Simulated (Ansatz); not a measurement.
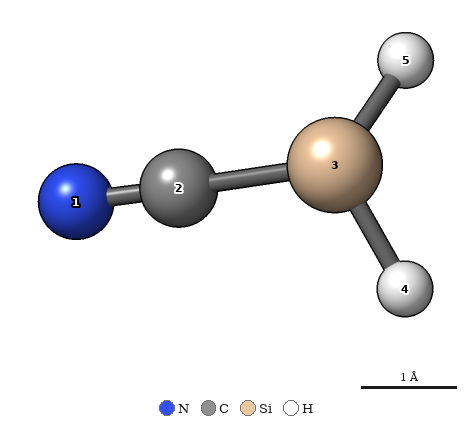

Starting structure of CH2NSi (multiplicity 2). A ball-and-stick model, seen at a tilt.

The start comes from PBE-D4/def2-SVP.

Method: UKS PBE0-D4/def2-TZVP in Ansatz 0.2.0.

Input
```yaml
crystal:
  periodic: [false, false, false]
  atoms:
    - {symbol: N, position_ang: [1.053375, -1.238284, 1.595781]}
    - {symbol: C, position_ang: [0.576682, -0.630880, 0.706796]}
    - {symbol: Si, position_ang: [-0.094343, 0.270922, -0.753090]}
    - {symbol: H, position_ang: [-1.473900, -0.225652, -1.068323]}
    - {symbol: H, position_ang: [-0.011814, 1.750295, -0.522463]}
basis:
  gaussian: {orbitals: def2-TZVP}
magnetization: {spin_polarized: true, initial_magnetization: 1}
hamiltonian: {xc: pbe0, dispersion: d4}
relax: {f_tol: 0.005, max_steps: 150}
```

**Predict the outcome.**

The atom that moves furthest after the best rigid fit is N1 (0.032 Å). By element the largest moves are N 0.032 Å, H 0.027 Å, C 0.013 Å, Si 0.004 Å. Some distances before and after: N1–C2 1.177 → 1.155 Å, Si3–H4 1.500 → 1.480 Å, C2–Si3 1.842 → 1.830 Å. After 5 geometry steps the energy has fallen by 0.90 kcal/mol. The largest force component goes from 1.9 to 0.0025 eV/Å.

The structure at the end:

```xyz
5

N     1.0418   -1.2192    1.5723
C     0.5659   -0.6252    0.7038
Si   -0.0920    0.2678   -0.7519
H    -1.4554   -0.2230   -1.0537
H    -0.0104    1.7260   -0.5118
```
